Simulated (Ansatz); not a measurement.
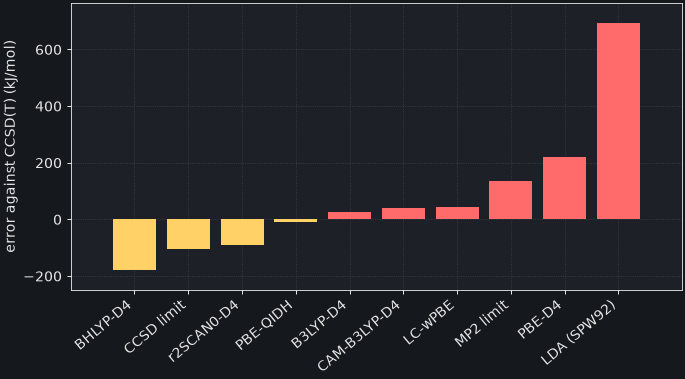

Error in the electronic atomisation energy (method less reference, so positive means overbinding) of C₂H₂N₂O, SMILES c1nnco1: functionals in def2-TZVPP against frozen-core CCSD(T) at the limit (scheme: direct), which gives 3074.6 kJ/mol, at a PBE0-D4/def2-TZVP geometry (a minimum by its frequencies), no zero-point or spin-orbit term, the Ansatz code. The reference leaves out core correlation, a term that grows with the number of heavy atoms. PBE-QIDH holds a correlation term that converges slowly with the basis, so part of the distance to the limit is basis error. No dispersion term is added to PBE-QIDH and LC-wPBE. Limit means the basis limit.

What range do the values span?

Answer. From −177.7 kJ/mol (BHLYP-D4) to 692.8 kJ/mol (LDA (SPW92)).

Which of these levels overbind, and which underbind?

Answer. Overbind: B3LYP-D4, CAM-B3LYP-D4, LC-wPBE, MP2 limit, PBE-D4 and LDA (SPW92). Underbind: BHLYP-D4, CCSD limit and r2SCAN0-D4. Within 25 kJ/mol of zero, too close to call in view of what the reference leaves out: PBE-QIDH.
